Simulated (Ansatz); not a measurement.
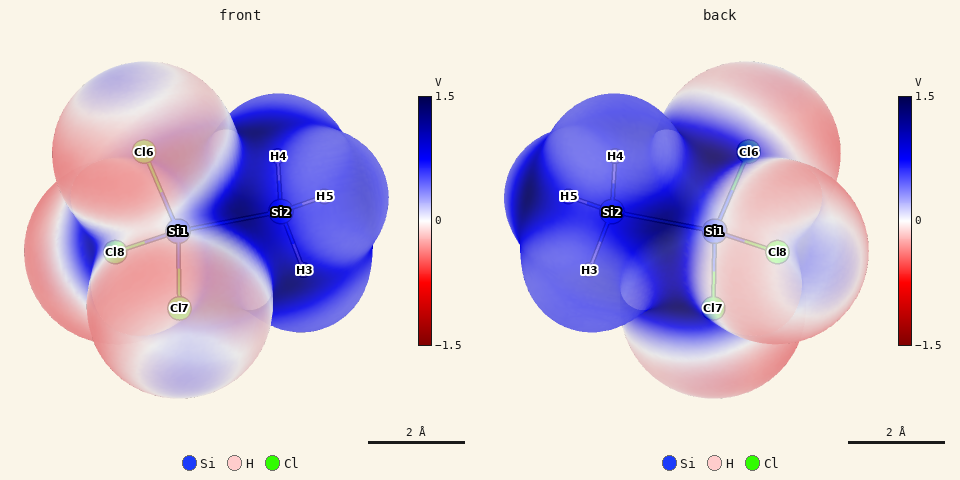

*Cl3H3Si2. The molecular electrostatic potential painted on the density surface at 0.002 e/bohr³, seen from the front and from behind; red is negative and blue positive.*

Method: Ansatz, RKS B3LYP-D4/def2-SVP.

The calculation's input:

```
crystal:
  periodic: [false, false, false]
  atoms:
    - { symbol: Si, position_ang: [0.0, 0.0, 0.0] }
    - { symbol: Si, position_ang: [0.0, 0.0, 2.22] }
    - { symbol: H, position_ang: [-1.3148, -0.4067, 2.7074] }
    - { symbol: H, position_ang: [1.0096, -0.9353, 2.7074] }
    - { symbol: H, position_ang: [0.3052, 1.342, 2.7074] }
    - { symbol: Cl, position_ang: [2.0086, 0.0, -0.7093] }
    - { symbol: Cl, position_ang: [-1.0032, 1.7381, -0.7093] }
    - { symbol: Cl, position_ang: [-1.0032, -1.7381, -0.7093] }
basis:
  gaussian: { orbitals: def2-SVP }
hamiltonian:
  xc: b3lyp
  dispersion: d4
relax:
  f_tol: 0.02
  max_steps: 40
output:
  orbitals: {}
```

Command:

```sh
ansatz run input.yaml --threads 4 --pin off --max-ram 5120MiB --backend cpu --events-out ev --progress --plain --runs-dir out
```

The fields are those of the run's last geometry, not of the input's.

Describe the electrostatic potential map.

The most negative region (about −0.3 V) lies over Cl6, Cl7 and Cl8, the most positive (about +1.4 V) over Si1 and Si2.
